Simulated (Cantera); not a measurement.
Feed: 1 mol HI, 6.9 mol H₂, at 133 Pa.

These are equilibrium values from Cantera (NASA tables, ideal gas, pure condensed phases), not measurements of a reactor. Candidate condensed phases: I₂; 5 gas species. The numbers say what is thermodynamically allowed, not how fast it happens.

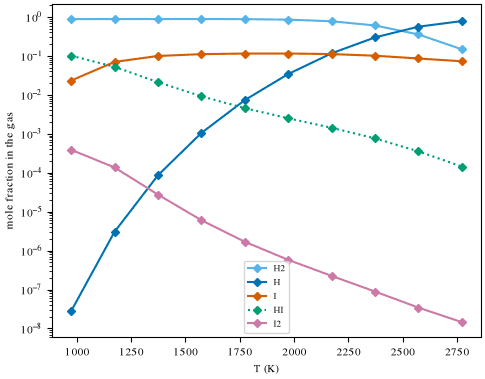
Figure. Equilibrium gas composition (values under 1e-9 drawn at 1e-9)

From 973 K to 2773 K nothing is condensed.
